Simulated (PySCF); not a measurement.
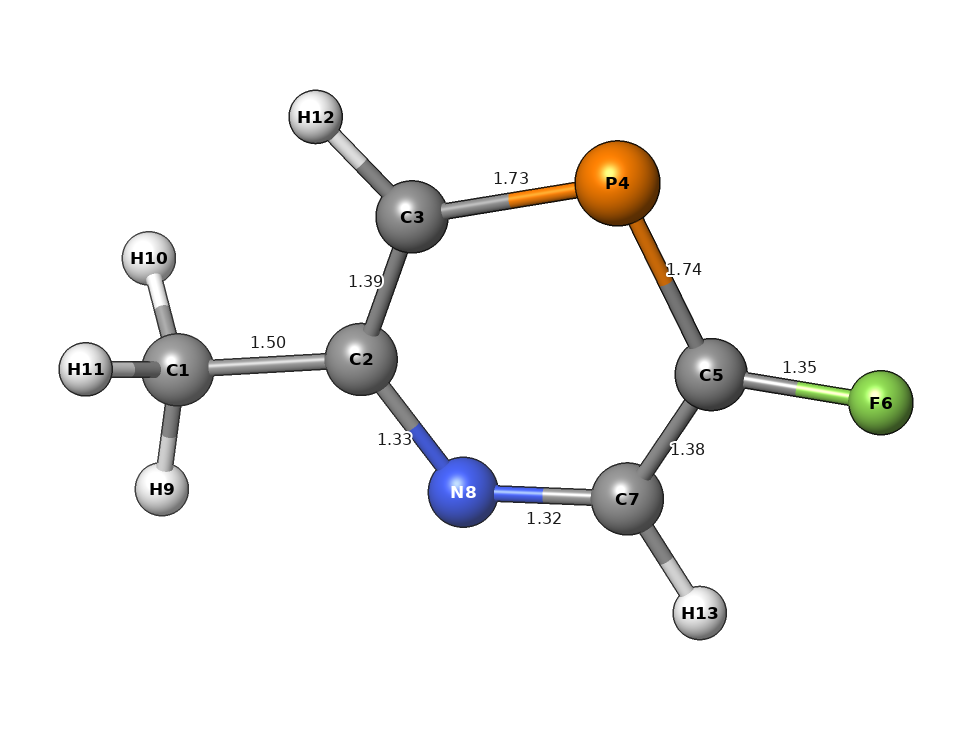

Bond lengths are marked in Å; every bond is drawn as one stick. The geometry was computed by an optimisation with GFN2-xTB. No frequency run is at hand to confirm it as a minimum.

Q: Which of the marked bonds are single, double, triple or aromatic?

A: C1–C2 single; C2–C3 aromatic; C2–N8 aromatic; C3–P4 aromatic; P4–C5 aromatic; C5–F6 single; C5–C7 aromatic; C7–N8 aromatic.

Q: Write the SMILES.

A: Cc1cpc(F)cn1
